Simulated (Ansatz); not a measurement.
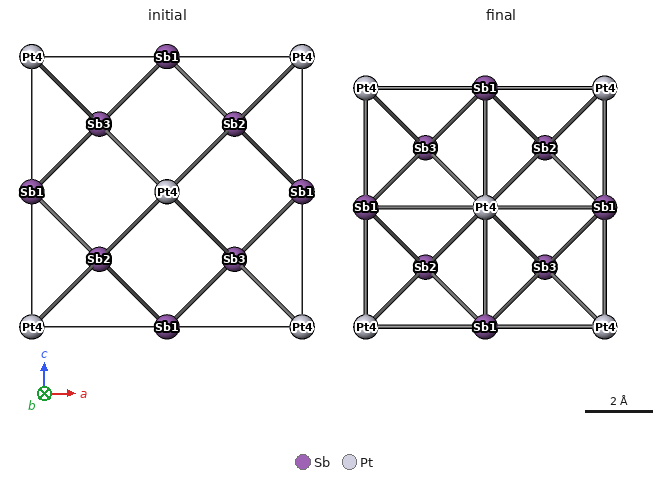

The structure of solid Sb$_{3}$Pt (a generated structure, set up in Fm-3m) (coarse preliminary run) before (left) and after (right) a relaxation, at one scale.

A ball-and-stick model of the conventional cell (4 times the calculation's cell), seen along the b axis. Lengths and directions refer to the drawn axes.

Computed with DFT PBE, scalar-relativistic, plane waves, PAW (Ansatz 0.2.0).

Input
```yaml
crystal:
  lattice:
    - [0.0, 4.08659459, 4.08659459]
    - [4.08659459, 0.0, 4.08659459]
    - [4.08659459, 4.08659459, 0.0]
  atoms:
    - { symbol: Sb, position: [0.5, 0.5, 0.5] }
    - { symbol: Sb, position: [0.25, 0.25, 0.25] }
    - { symbol: Sb, position: [0.75, 0.75, 0.75] }
    - { symbol: Pt, position: [0.0, 0.0, 0.0] }
basis:
  ecutwfc: 420
kpoints:
  mp_grid: { grid: [4, 4, 4] }
hamiltonian:
  xc: pbe
scf:
  occupations: { method: gaussian, width: 0.1 }
  lower_state_search: "off"
output:
  forces: true
  stress: true
  eigenvalues: true
relax:
  adjacent_minimum: "off"
  f_tol: 0.04
  max_steps: 70
  cell: { stress_tol: 0.4 }
```

Command:
```bash
ansatz run input.yaml --threads 1 --pin off --max-ram 2048MiB --backend cpu --events-out ev --progress --plain --runs-dir out
```

Question: Summarise the run.

Answer: The energy falls by 612 meV per atom in 4 accepted moves (5 points after the start). All forces vanish by symmetry, so only the cell relaxes. The pressure goes from −12.68 to −0.17 GPa. The SCF was repeated once at an unchanged geometry on a basis and grid sized afresh for the cell, which shifted the energy by 1.6 meV per atom at most. The atoms keep their places relative to the cell (all moves are under 0.005 Å). Cell: a = b = c 8.173 → 7.221 Å (−11.6 %). Volume −31.0 %. Some distances before and after: Sb1–Pt4 4.087 → 3.611 Å, Sb2–Pt4 3.539 → 3.127 Å, Sb1–Sb2 3.539 → 3.127 Å. The space group stays Fm-3m (No. 225). Cost: 10 s on 1 thread of Intel(R) Xeon(R) Platinum 8488C (Sapphire Rapids) (shared host), peak memory 0.54 GiB.
